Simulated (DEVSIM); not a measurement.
Device: illuminated Si p-on-n cell, one wavelength, with a back-surface field, at 300 K.

```csv
layer (left to right),material,thickness (μm),Nd (cm⁻³),Na (cm⁻³),τn (s),τp (s),absorption coefficient (cm⁻¹)
1,Si,0.590,-,7.2e18,6.1e-5,1.9e-5,4800
2,Si,68.0,4.9e16,-,0.00016,0.00016,4800
3,Si,0.100,1e18,-,0.00016,0.00016,4800
```

Left contact: ohmic, minority electron recombination velocity 90 cm/s. Right contact: ohmic, minority hole recombination velocity 60 cm/s. Voltage is applied to the left contact. Recombination: SRH at mid-gap, radiative, Auger. Gap narrowing is on: ΔEg = 6.92 meV × (l + √(l² + 0.5)), l = ln(N/1.3e17 cm⁻³), shared equally by both band edges. Light enters at the left, 7.5e17 photons cm⁻² s⁻¹, one pass, no reflection. Mobility is constant in doping.

The device is made up for the run: typed textbook-type constants, with dimensions and the other settings drawn at random. Values at 300 K.

| parameter | Si |
|---|---|
| gap (eV) | 1.124 |
| affinity (eV) | 4.05 |
| permittivity | 11.7 |
| Nc (cm⁻³) | 2.86e19 |
| Nv (cm⁻³) | 3.1e19 |
| μn (cm²/Vs) | 1417 |
| μp (cm²/Vs) | 470 |
| B (cm³/s) | 4.7e-15 |
| Cn (cm⁶/s) | 2.8e-31 |
| Cp (cm⁶/s) | 9.9e-32 |

DEVSIM, 1D drift-diffusion, Boltzmann statistics, complete ionisation; no tunnelling, impact ionisation, image-force lowering or self-heating.

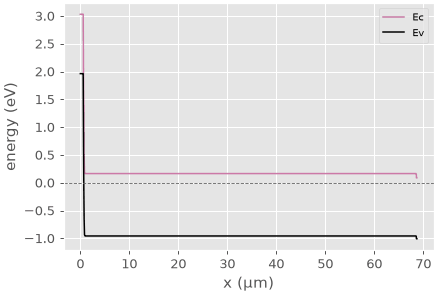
Band edges at -2.0 V on the left contact, in the dark

Energies count from the Fermi level of the right contact; mesh points crowd at the junctions.

| x (μm) | Ec (eV) | Ev (eV) | n (cm⁻³) | p (cm⁻³) | field (V/cm) |
|---|---|---|---|---|---|
| 0.000 | 3.030 | 1.962 | < 1e2 | 7.2e18 | ≈ 0 |
| 0.03816 | 3.030 | 1.962 | < 1e2 | 7.2e18 | ≈ 0 |
| 0.1379 | 3.030 | 1.962 | < 1e2 | 7.2e18 | ≈ 0 |
| 0.3596 | 3.030 | 1.962 | < 1e2 | 7.2e18 | ≈ 0 |
| 0.5416 | 3.030 | 1.962 | < 1e2 | 7.2e18 | ≈ 0 |
| 0.5858 | 3.026 | 1.958 | < 1e2 | 6.0e18 | -32000 |
| 0.6203 | 2.413 | 1.291 | < 1e2 | 3.8e7 | -180000 |
| 0.7747 | 0.483 | -0.640 | 2.2e11 | < 1e2 | -67000 |
| 1.121 | 0.165 | -0.958 | 4.9e16 | < 1e2 | ≈ 0 |
| 2.045 | 0.165 | -0.958 | 4.9e16 | < 1e2 | ≈ 0 |
| 4.666 | 0.165 | -0.958 | 4.9e16 | < 1e2 | ≈ 0 |
| 15.69 | 0.165 | -0.958 | 4.9e16 | < 1e2 | ≈ 0 |
| 40.87 | 0.165 | -0.958 | 4.9e16 | < 1e2 | ≈ 0 |
| 58.19 | 0.165 | -0.958 | 4.9e16 | < 1e2 | ≈ 0 |
| 65.79 | 0.165 | -0.958 | 4.9e16 | < 1e2 | ≈ 0 |
| 67.59 | 0.165 | -0.958 | 4.9e16 | < 1e2 | ≈ 0 |
| 68.23 | 0.165 | -0.958 | 4.9e16 | < 1e2 | ≈ 0 |
| 68.47 | 0.165 | -0.958 | 4.9e16 | < 1e2 | -30 |
| 68.58 | 0.145 | -0.977 | 1.1e17 | < 1e2 | -12000 |
| 68.61 | 0.087 | -1.008 | 9.8e17 | < 1e2 | -1100 |
| 68.65 | 0.087 | -1.008 | 1.0e18 | < 1e2 | ≈ 0 |
| 68.69 | 0.087 | -1.008 | 1.0e18 | < 1e2 | ≈ 0 |
